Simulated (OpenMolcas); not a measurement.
Single-point calculation, with input and output: C$_{2}$H$_{3}$Si (part 2 of 2)

Continued. System: C$_{2}$H$_{3}$Si, multiplicity 2. Method: CASSCF/cc-pVDZ-DK (OpenMolcas 26.06). The geometry comes from this level: PBE0-D4/def2-TZVP. The settings are looser than a standard set-up, so the numbers are not reference values.

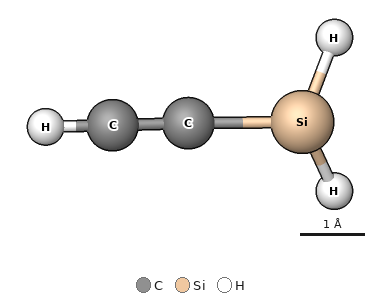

Fig. 1: The input geometry (ball-and-stick view, seen at a tilt).

**What the program printed, continued**
```
     1 C1     1s        -0.0001    0.9970   -0.0922    0.0008    0.0000   -0.0001   -0.0000   -0.0321   -0.0115   -0.0061
     2 C1     2s        -0.0004    0.0083   -0.0035    0.0026    0.0003   -0.0003   -0.0000    0.6302    0.3972    0.1214
     3 C1     *s         0.0042   -0.0035    0.0082   -0.0419    0.0219   -0.0042   -0.0000   -0.1183    0.0611    0.0528
     4 C1     2px        0.0000    0.0004    0.0008    0.0000   -0.0006   -0.0002    0.0000   -0.1187    0.1117    0.2828
     5 C1     *px       -0.0013   -0.0007   -0.0019    0.0124   -0.0059    0.0014   -0.0000    0.0377   -0.0783   -0.0999
     6 C1     2py       -0.0000   -0.0007   -0.0008   -0.0004    0.0006   -0.0004   -0.0001    0.1887   -0.1786   -0.4287
     7 C1     *py        0.0018    0.0011    0.0027   -0.0171    0.0087   -0.0011    0.0002   -0.0567    0.1166    0.1523
     8 C1     2pz        0.0000    0.0003    0.0003    0.0001   -0.0003    0.0001   -0.0004   -0.0767    0.0725    0.1753
     9 C1     *pz       -0.0007   -0.0005   -0.0011    0.0071   -0.0036    0.0005    0.0004    0.0232   -0.0478   -0.0623
    10 C1     *d2-      -0.0001   -0.0024   -0.0001    0.0006   -0.0005    0.0001   -0.0000   -0.0124   -0.0104   -0.0024
    11 C1     *d1-      -0.0000   -0.0015   -0.0001    0.0003   -0.0003    0.0000    0.0000   -0.0079   -0.0060   -0.0015
    12 C1     *d0       -0.0000   -0.0012   -0.0001    0.0003   -0.0002    0.0000   -0.0000   -0.0060   -0.0050   -0.0012
    13 C1     *d1+       0.0000    0.0010    0.0000   -0.0002    0.0002   -0.0000   -0.0000    0.0050    0.0043    0.0010
    14 C1     *d2+      -0.0000   -0.0010   -0.0001    0.0002   -0.0001   -0.0000   -0.0000   -0.0058   -0.0034   -0.0012
    15 C2     1s         0.0000    0.0892    0.9970   -0.0008    0.0005   -0.0001   -0.0000   -0.0287    0.0101    0.0088
    16 C2     2s         0.0002   -0.0035    0.0078   -0.0022   -0.0016    0.0008    0.0000    0.6263   -0.3549   -0.1516
    17 C2     *s        -0.0034    0.0020   -0.0106    0.0340   -0.0142    0.0013   -0.0000   -0.1624   -0.1037    0.0060
    18 C2     2px        0.0000   -0.0010    0.0008    0.0000    0.0006   -0.0004    0.0000    0.1381    0.1358   -0.1799
    19 C2     *px       -0.0015    0.0001   -0.0019    0.0164   -0.0105    0.0024    0.0000   -0.0733   -0.0732    0.0449
    20 C2     2py       -0.0000    0.0014   -0.0006    0.0001   -0.0012    0.0003   -0.0001   -0.1842   -0.2196    0.2564
    21 C2     *py        0.0025   -0.0002    0.0026   -0.0270    0.0161   -0.0041   -0.0000    0.1071    0.1130   -0.0665
    22 C2     2pz        0.0000   -0.0006    0.0003   -0.0000    0.0005   -0.0002   -0.0002    0.0768    0.0890   -0.1058
    23 C2     *pz       -0.0010    0.0001   -0.0011    0.0109   -0.0066    0.0017   -0.0001   -0.0440   -0.0461    0.0273
    24 C2     *d2-      -0.0001   -0.0001   -0.0011    0.0002    0.0008   -0.0003    0.0000   -0.0216    0.0119   -0.0007
    25 C2     *d1-      -0.0001   -0.0001   -0.0007    0.0002    0.0006   -0.0001   -0.0001   -0.0134    0.0082   -0.0008
    26 C2     *d0       -0.0000   -0.0001   -0.0006    0.0001    0.0004   -0.0001    0.0001   -0.0103    0.0061   -0.0006
    27 C2     *d1+       0.0000    0.0000    0.0005   -0.0000   -0.0003    0.0001    0.0001    0.0088   -0.0048    0.0003
    28 C2     *d2+      -0.0001   -0.0001   -0.0005    0.0004    0.0005   -0.0000    0.0000   -0.0095    0.0065   -0.0009
    29 SI3    1s         0.9999   -0.0000   -0.0001   -0.0009   -0.0002    0.0000    0.0000   -0.0004   -0.0014    0.0005
    30 SI3    2s         0.0008   -0.0002   -0.0007    1.0073    0.0002   -0.0006   -0.0000   -0.0075    0.0029   -0.0060
    31 SI3    3s        -0.0035   -0.0006   -0.0019    0.0251   -0.0047    0.0007    0.0000    0.0995   -0.5517    0.4633
    32 SI3    *s         0.0023    0.0003    0.0024   -0.0134   -0.0059    0.0033    0.0000   -0.0663    0.1562   -0.1072
    33 SI3    2px       -0.0000   -0.0001   -0.0001    0.0015   -0.1085    0.9907   -0.0847   -0.0040   -0.0008    0.0052
    34 SI3    3px       -0.0002   -0.0003   -0.0009    0.0030   -0.0030    0.0021   -0.0001    0.0289   -0.0196   -0.0811
    35 SI3    *px       -0.0001    0.0002    0.0006    0.0017    0.0012   -0.0020    0.0002   -0.0171    0.0194    0.0253
    36 SI3    2py        0.0001    0.0001    0.0002   -0.0029    0.9363    0.1301    0.3287    0.0084   -0.0081    0.0017
    37 SI3    3py        0.0007    0.0006    0.0016   -0.0092    0.0064   -0.0015    0.0002   -0.0533    0.1818   -0.0550
    38 SI3    *py       -0.0002   -0.0004   -0.0014    0.0021   -0.0014   -0.0002   -0.0006    0.0375   -0.0843    0.0228
    39 SI3    2pz       -0.0000   -0.0000   -0.0001    0.0011   -0.3370    0.0438    0.9406   -0.0033    0.0028   -0.0001
    40 SI3    3pz       -0.0003   -0.0002   -0.0006    0.0035   -0.0025    0.0007    0.0007    0.0212   -0.0653    0.0119
    41 SI3    *pz        0.0001    0.0002    0.0006   -0.0006    0.0006   -0.0001   -0.0017   -0.0147    0.0312   -0.0057
    42 SI3    *d2-       0.0001    0.0000    0.0003   -0.0013    0.0012   -0.0006    0.0000   -0.0098    0.0279   -0.0119
    43 SI3    *d1-       0.0000    0.0001    0.0005   -0.0007    0.0009   -0.0003   -0.0001   -0.0081    0.0146    0.0032
    44 SI3    *d0        0.0000    0.0000    0.0004   -0.0004    0.0005   -0.0003    0.0001   -0.0071    0.0077    0.0076
    45 SI3    *d1+      -0.0000   -0.0000   -0.0002    0.0005   -0.0004    0.0002    0.0000    0.0044   -0.0101    0.0027
    46 SI3    *d2+       0.0000    0.0001    0.0004   -0.0008    0.0010   -0.0002    0.0000   -0.0053    0.0152   -0.0018
    47 H4     1s         0.0001   -0.0049   -0.0004   -0.0004   -0.0002    0.0001    0.0000    0.1647    0.4148    0.5465
    48 H4     *s         0.0006    0.0036    0.0007   -0.0055    0.0030   -0.0004    0.0000   -0.0733   -0.1275   -0.1720
    49 H4     *px        0.0000    0.0009    0.0001   -0.0004    0.0002   -0.0001    0.0000   -0.0092   -0.0112   -0.0127
    50 H4     *py       -0.0000   -0.0014   -0.0001    0.0005   -0.0003    0.0000   -0.0000    0.0145    0.0165    0.0193
    51 H4     *pz        0.0000    0.0006    0.0000   -0.0002    0.0001   -0.0000   -0.0001   -0.0059   -0.0068   -0.0079
    52 H5     1s         0.0002   -0.0000   -0.0004   -0.0023    0.0000   -0.0007   -0.0011    0.0217   -0.1893    0.2229
    53 H5     *s        -0.0002    0.0000   -0.0001    0.0044    0.0012   -0.0008   -0.0006   -0.0034    0.0586   -0.0647
    54 H5     *px        0.0001   -0.0000   -0.0001   -0.0003    0.0000   -0.0002   -0.0003    0.0016   -0.0060    0.0051
    55 H5     *py        0.0000    0.0000    0.0000   -0.0002   -0.0000   -0.0001   -0.0002   -0.0005   -0.0007    0.0020
    56 H5     *pz        0.0001   -0.0000   -0.0001   -0.0005    0.0001   -0.0003   -0.0006    0.0023   -0.0113    0.0110
    57 H6     1s         0.0002   -0.0000   -0.0004   -0.0023    0.0000   -0.0007    0.0011    0.0217   -0.1893    0.2229
    58 H6     *s        -0.0002    0.0000   -0.0001    0.0044    0.0012   -0.0008    0.0006   -0.0034    0.0586   -0.0647
    59 H6     *px        0.0001   -0.0000   -0.0001   -0.0004    0.0000   -0.0003    0.0004    0.0019   -0.0078    0.0069
    60 H6     *py       -0.0000    0.0000    0.0001    0.0001   -0.0001    0.0001   -0.0002   -0.0017    0.0061   -0.0049
    61 H6     *pz       -0.0001    0.0000    0.0000    0.0004   -0.0001    0.0003   -0.0005   -0.0012    0.0081   -0.0089

      Orbital                11        12        13        14        15        16        17
      Energy            -0.5444   -0.4928   -0.3962   -0.4036   -0.1310    0.3045    0.2884
      Occ. No.           2.0000    2.0000    1.9367    1.9376    1.0007    0.0617    0.0633

     1 C1     1s         0.0020    0.0000    0.0000   -0.0010    0.0013   -0.0008   -0.0000
     2 C1     2s        -0.1458   -0.0000    0.0000   -0.0109    0.0328   -0.0004   -0.0000
     3 C1     *s        -0.0471   -0.0000   -0.0000    0.0101   -0.0459    0.0069   -0.0000
     4 C1     2px        0.1353    0.0015   -0.0523   -0.5095   -0.1820   -0.8197    0.0827
     5 C1     *px       -0.0162    0.0009    0.0033    0.0317    0.0068    0.1148   -0.0114
     6 C1     2py       -0.2003   -0.0057    0.2026   -0.3165   -0.0828   -0.4973   -0.3205
     7 C1     *py        0.0180   -0.0035   -0.0129    0.0262   -0.0302    0.0742    0.0440
     8 C1     2pz        0.0822   -0.0164    0.5796    0.0647    0.0125    0.0999   -0.9172
     9 C1     *pz       -0.0077   -0.0100   -0.0370   -0.0063    0.0112   -0.0156    0.1260
    10 C1     *d2-       0.0030   -0.0005   -0.0072   -0.0109    0.0013    0.0040   -0.0032
    11 C1     *d1-       0.0008    0.0012    0.0187    0.0076    0.0007   -0.0036    0.0072
    12 C1     *d0        0.0012   -0.0011   -0.0156   -0.0018    0.0005    0.0011   -0.0062
    13 C1     *d1+      -0.0013   -0.0011   -0.0141    0.0062   -0.0005   -0.0026   -0.0065
    14 C1     *d2+      -0.0009   -0.0004   -0.0063    0.0255    0.0005   -0.0122   -0.0023
    15 C2     1s        -0.0071   -0.0000   -0.0000   -0.0001    0.0041   -0.0073   -0.0000
    16 C2     2s         0.2492    0.0000   -0.0000    0.0428   -0.0766   -0.0400   -0.0000
    17 C2     *s         0.1249    0.0000    0.0000    0.0001   -0.0316    0.0177    0.0000
    18 C2     2px       -0.2349   -0.0023   -0.0525   -0.5298    0.0084    0.7997   -0.0787
    19 C2     *px        0.0830    0.0013    0.0033    0.0279   -0.0127   -0.0757    0.0082
    20 C2     2py        0.3923    0.0088    0.2034   -0.3031   -0.0969    0.4887    0.3048
    21 C2     *py       -0.1415   -0.0049   -0.0129    0.0285   -0.0503   -0.0361   -0.0316
    22 C2     2pz       -0.1583    0.0250    0.5820    0.0582    0.0346   -0.0987    0.8721
    23 C2     *pz        0.0569   -0.0141   -0.0370   -0.0075    0.0164    0.0058   -0.0905
    24 C2     *d2-      -0.0032   -0.0020    0.0050    0.0042    0.0092    0.0081   -0.0080
    25 C2     *d1-      -0.0041    0.0061   -0.0113   -0.0047   -0.0065   -0.0076    0.0195
    26 C2     *d0       -0.0022   -0.0049    0.0097    0.0011    0.0001    0.0032   -0.0165
    27 C2     *d1+       0.0011   -0.0036    0.0103   -0.0029   -0.0048   -0.0056   -0.0162
    28 C2     *d2+      -0.0056   -0.0021    0.0036   -0.0151   -0.0192   -0.0272   -0.0064
    29 SI3    1s         0.0007    0.0000   -0.0000   -0.0001   -0.0018   -0.0003    0.0000
    30 SI3    2s         0.0078    0.0000    0.0000   -0.0008   -0.0108   -0.0037    0.0000
    31 SI3    3s        -0.1627   -0.0000    0.0000   -0.0543    0.3656   -0.0686    0.0000
    32 SI3    *s         0.0130   -0.0000    0.0000    0.0054    0.2764   -0.0523    0.0000
    33 SI3    2px       -0.0140    0.0017    0.0003    0.0041    0.0020   -0.0079    0.0004
    34 SI3    3px        0.4372   -0.0552   -0.0025   -0.1125    0.6667   -0.1070   -0.0005
    35 SI3    *px       -0.1703    0.0210    0.0004    0.0364   -0.0761   -0.0331    0.0041
    36 SI3    2py        0.0108   -0.0068   -0.0012    0.0032   -0.0010   -0.0036   -0.0014
    37 SI3    3py       -0.3974    0.2141    0.0098   -0.0762    0.5910   -0.1342    0.0020
    38 SI3    *py        0.1631   -0.0816   -0.0014    0.0241   -0.0644   -0.0018   -0.0160
    39 SI3    2pz       -0.0050   -0.0193   -0.0033   -0.0007    0.0006    0.0006   -0.0041
    40 SI3    3pz        0.1783    0.6127    0.0281    0.0165   -0.1464    0.0373    0.0057
    41 SI3    *pz       -0.0724   -0.2335   -0.0040   -0.0051    0.0156   -0.0024   -0.0458
    42 SI3    *d2-      -0.0372   -0.0298    0.0123    0.0192    0.0748   -0.0445    0.0133
    43 SI3    *d1-      -0.0594    0.0116   -0.0284   -0.0083   -0.0204    0.0131   -0.0238
    44 SI3    *d0       -0.0546   -0.0225    0.0243    0.0023   -0.0423    0.0136    0.0219
    45 SI3    *d1+       0.0197   -0.0801    0.0253   -0.0097   -0.0189    0.0152    0.0296
    46 SI3    *d2+      -0.0432    0.0017    0.0092   -0.0308    0.0010    0.0222    0.0071
    47 H4     1s         0.1503    0.0000   -0.0000    0.0012   -0.0111    0.0018    0.0000
    48 H4     *s        -0.0497   -0.0000   -0.0000    0.0023   -0.0096    0.0028   -0.0000
    49 H4     *px       -0.0022   -0.0000   -0.0015   -0.0147   -0.0046   -0.0088    0.0009
    50 H4     *py        0.0040    0.0000    0.0057   -0.0089   -0.0019   -0.0057   -0.0036
    51 H4     *pz       -0.0016    0.0000    0.0164    0.0018    0.0003    0.0012   -0.0104
    52 H5     1s        -0.3537   -0.5339    0.0470   -0.0065   -0.1523    0.0538    0.0638
    53 H5     *s         0.0691    0.0743    0.0175   -0.0046   -0.0572    0.0037   -0.0147
    54 H5     *px       -0.0036   -0.0102    0.0010   -0.0016    0.0060    0.0003    0.0019
    55 H5     *py       -0.0053   -0.0022   -0.0017    0.0001    0.0059   -0.0026   -0.0027
    56 H5     *pz       -0.0117   -0.0140    0.0011   -0.0000   -0.0044    0.0018    0.0023
    57 H6     1s        -0.3537    0.5339   -0.0469   -0.0065   -0.1523    0.0538   -0.0638
    58 H6     *s         0.0691   -0.0743   -0.0175   -0.0046   -0.0572    0.0037    0.0147
    59 H6     *px       -0.0057    0.0124   -0.0011   -0.0016    0.0055    0.0004   -0.0021
    60 H6     *py        0.0029   -0.0064    0.0020    0.0000    0.0077   -0.0032    0.0034
    61 H6     *pz        0.0117   -0.0104   -0.0004   -0.0003    0.0007    0.0003   -0.0002
--

      Von Neumann Entropy (Root   1) =  0.90158

      Mulliken population analysis for root number:  1
      -----------------------------------------------

++    Molecular charges:
      ------------------

      Mulliken charges per centre and basis function type
      ---------------------------------------------------

                C1      C2      SI3     H4      H5      H6
      1s       2.0026  2.0022  1.9997  1.2617  1.3139  1.3139
      2s       1.4324  1.4715  2.0147  0.0000  0.0000  0.0000
      2px      1.0825  1.0988  2.0005  0.0000  0.0000  0.0000
      2pz      1.0448  1.0641  2.0002  0.0000  0.0000  0.0000
      2py      1.1651  1.1708  2.0016  0.0000  0.0000  0.0000
      3s       0.0000  0.0000  1.4628  0.0000  0.0000  0.0000
      3px      0.0000  0.0000  1.0009  0.0000  0.0000  0.0000
      3pz      0.0000  0.0000  1.1121  0.0000  0.0000  0.0000
      3py      0.0000  0.0000  0.9588  0.0000  0.0000  0.0000
      *s      -0.1296 -0.1201 -0.2701 -0.3513 -0.2295 -0.2295
      *px     -0.1562 -0.1535 -0.2408  0.0113  0.0035  0.0051
      *pz     -0.0988 -0.1082 -0.3840  0.0083  0.0089  0.0060
      *py     -0.2875 -0.3223 -0.2591  0.0171  0.0012  0.0024
      *d2+     0.0119  0.0111  0.0292  0.0000  0.0000  0.0000
      *d1+     0.0046  0.0043  0.0694  0.0000  0.0000  0.0000
      *d0      0.0051  0.0045  0.0401  0.0000  0.0000  0.0000
      *d1-     0.0084  0.0077  0.0425  0.0000  0.0000  0.0000
      *d2-     0.0078  0.0090  0.0454  0.0000  0.0000  0.0000
      Total    6.0931  6.1399 13.6240  0.9471  1.0979  1.0979

      N-E     -0.0931 -0.1399  0.3760  0.0529 -0.0979 -0.0979

      Total electronic charge=   29.000000

      Total            charge=   -0.000000
--

      Expectation values of various properties for root number:  1
      -----------------------------------------------------------

++    Molecular properties:
      ---------------------

      Charge (e):
                      =   -0.0000
      Dipole Moment (debye):
      Origin of the operator (angstrom)=    0.0618    0.2252   -0.0852
                   X=  4.1562E-01               Y= -4.2048E-01               Z=  1.8448E-01           Total=  6.1933E-01
      Quadrupole Moment (debye*angstrom):
      Origin of the operator (angstrom)=    0.0618    0.2252   -0.0852
                  XX= -2.5700E+01              XY= -2.7257E+00              XZ=  1.1067E+00              YY= -2.3186E+01
                  YZ= -1.7218E+00              ZZ= -2.6708E+01
      In traceless form (debye*angstrom)
                  XX= -7.5322E-01              XY= -4.0885E+00              XZ=  1.6600E+00              YY=  3.0181E+00
                  YZ= -2.5827E+00              ZZ= -2.2649E+00
--

      Mulliken spin population analysis for root number:  1
      ---------------------------------------------------

++    Molecular charges:
      ------------------

      Mulliken spin population per centre and basis function type
      ---------------------------------------------------

                C1      C2      SI3     H4      H5      H6
      1s      -0.0000 -0.0000 -0.0000  0.0001  0.0146  0.0146
      2s       0.0002  0.0031  0.0000  0.0000  0.0000  0.0000
      2px      0.0595 -0.0302  0.0000  0.0000  0.0000  0.0000
      2pz      0.0052 -0.0044 -0.0000  0.0000  0.0000  0.0000
      2py      0.0196 -0.0117 -0.0000  0.0000  0.0000  0.0000
      3s       0.0000  0.0000  0.1145  0.0000  0.0000  0.0000
      3px      0.0000  0.0000  0.4345  0.0000  0.0000  0.0000
      3pz      0.0000  0.0000  0.0211  0.0000  0.0000  0.0000
      3py      0.0000  0.0000  0.3436  0.0000  0.0000  0.0000
      *s       0.0002  0.0005  0.0755  0.0000  0.0018  0.0018
      *px     -0.0038  0.0008 -0.0443  0.0004  0.0006  0.0005
      *pz     -0.0003 -0.0002 -0.0020  0.0000  0.0001 -0.0000
      *py      0.0012 -0.0052 -0.0331  0.0001  0.0005  0.0007
      *d2+    -0.0003  0.0036 -0.0004  0.0000  0.0000  0.0000
      *d1+    -0.0000  0.0002  0.0007  0.0000  0.0000  0.0000
      *d0     -0.0000  0.0000  0.0033  0.0000  0.0000  0.0000
      *d1-    -0.0000  0.0005  0.0008  0.0000  0.0000  0.0000
      *d2-    -0.0001  0.0007  0.0108  0.0000  0.0000  0.0000
      Total    0.0813 -0.0422  0.9250  0.0007  0.0176  0.0176

      Total electronic spin=    1.000000
--

      Average orbitals are written to the RASORB file
      Natural orbitals for root   1 are written to the RASORB.1 file
      Spin density orbitals for root   1 are written to the SPDORB.1 file

--- Stop Module: rasscf /rc=_RC_ALL_IS_WELL_ ---
--- Module rasscf spent 2 seconds ---

.##################.
.# Happy landing! #.
.##################.

    Timing: Wall=4.26 User=3.58 System=0.58
```

The run was set up as follows.

**Input file**
```
&gateway
 coord
 6
 angstrom
 C        1.019700      -1.302300       0.535000
 C        0.376000      -0.354500       0.145700
 Si      -0.444500       1.136900      -0.449500
 H        1.575400      -2.144400       0.879400
 H       -1.137600       0.894600      -1.738800
 H       -1.346900       1.705600       0.581800
 basis = cc-pVDZ-DK
 group = NoSym
 ricd

&seward

&rasscf
 fileorb = $CurrDir/step1.UnaOrb
 spin = 2
 nactel = 5 0 0
 inactive = 12
 ras2 = 5
 orblisting = NoCore
```

Run as:
```bash
export MOLCAS_MEM=1860
pymolcas step2.inp > step2.log
```

**Key numbers**

```csv
quantity,value
outcome,converged
total energy,−366.259946 hartree
CASSCF energy,−366.259946 hartree
basis functions,61
hardware,"1 thread of AMD EPYC (Zen 3), 64 GiB of memory available, shared host"
wall time,4.8 s
peak memory,0.079 GiB
```

**Remarks**

These settings are looser than, or depart from, a standard set-up, so the numbers are not reference values for this system. The record of the run, not the program, notes: basis set made for a relativistic Hamiltonian, run without one.
